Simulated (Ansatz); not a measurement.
**SiH₂Cl (doublet): from Hartree-Fock to the top rungs at distance Cl1–H2 along a hydrogen transfer = 2.032 Å, cc-pVTZ**

Aim: climb from Hartree-Fock through coupled cluster and multireference methods for SiH₂Cl (doublet) at one geometry and basis, and see what each rung misses.

Method: cc-pVTZ, core rule «outside noble gas», up to 10 orbitals frozen; program: Ansatz 0.2.0, Gaussian basis.

Plan: UHF; CCSD(T) on ROHF; CCSD(T) on UHF; BCCD(T) on ROHF; CCSDT(Q) on ROHF; CCSDT(Q) on UHF; CASSCF and NEVPT2, 3 electrons in 3 orbitals; CASSCF and NEVPT2, 13 electrons in 10 orbitals.

### 1 The geometry

The geometry derives from fragments relaxed apart (PBE0/def2-TZVP) and kept rigid, so it is no stationary point. A hydrogen atom is moved between rigid fragments.

4 atoms, charge 0, spin multiplicity 2.

Atoms are counted from 1 here; the program's logs count them from 0.

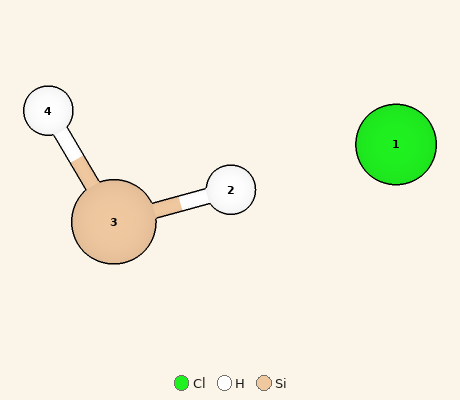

The geometry (chlorine green, hydrogen white, silicon light orange); atoms are numbered from 1 in the order of the file.

### 2 UHF

Contents of in.yaml:

```yaml
crystal:
  periodic: [false, false, false]
  atoms:
    - {symbol: Cl, position_ang: [-1.578234, 0.022748, 0.000000]}
    - {symbol: H, position_ang: [0.453766, 0.022748, 0.000000]}
    - {symbol: Si, position_ang: [1.893766, 0.022748, 0.000000]}
    - {symbol: H, position_ang: [2.290201, -1.456765, 0.000000]}
basis:
  gaussian: {orbitals: cc-pVTZ}
magnetization: {spin_polarized: true, initial_magnetization: 1}
hamiltonian: {xc: hf}
output: {orbitals: {seedname: orbitals}}
```

Started as:

```
ansatz run in.yaml --threads 1 --pin off --events-out ev --progress --plain --max-ram 4096MiB --backend cpu
```

After this run come: CCSD(T) on ROHF; CCSD(T) on UHF; BCCD(T) on ROHF; CCSDT(Q) on ROHF; CCSDT(Q) on UHF; CASSCF and NEVPT2, 3 electrons in 3 orbitals; CASSCF and NEVPT2, 13 electrons in 10 orbitals.

**Question.** What will the summary of the whole plan be? Wanted: RCCSDT(Q) below the RHF energy; RMP2 from RCCSDT(Q); UMP2 from RCCSDT(Q); RCCSD from RCCSDT(Q); RCCSD(T) from RCCSDT(Q); UCCSD(T) from RCCSDT(Q); UCCSDT(Q) from RCCSDT(Q); NEVPT2 pair from RCCSDT(Q); NEVPT2 valence from RCCSDT(Q).

The runs gave:

```
                         quantity                      value
   RCCSDT(Q) below the RHF energy                 -9.4909 eV
              RMP2 from RCCSDT(Q)            +39.21 kcal/mol
              UMP2 from RCCSDT(Q)            +44.06 kcal/mol
             RCCSD from RCCSDT(Q)             +8.69 kcal/mol
          RCCSD(T) from RCCSDT(Q)             +1.43 kcal/mol
          UCCSD(T) from RCCSDT(Q)             +1.82 kcal/mol
         UCCSDT(Q) from RCCSDT(Q)             -0.01 kcal/mol
       NEVPT2 pair from RCCSDT(Q)            +37.66 kcal/mol
    NEVPT2 valence from RCCSDT(Q)            +50.09 kcal/mol
levels within 1 kcal/mol (43 meV)  RCCSDT, UCCSDT, UCCSDT(Q)
                    T1 diagnostic                      0.039
   effectively unpaired electrons                       1.08
```

**Reading.** RCCSD(T) lands +1.43 kcal/mol from the yardstick (0.7 % of the correlation energy). One determinant dominates. Of the multireference levels listed NEVPT2 pair comes nearest in total energy (+37.66 kcal/mol), which doesn't show that its space is the better one. These misses are within one basis, not against nature; the frozen cores of restricted and unrestricted runs differ, which can shift their rows.
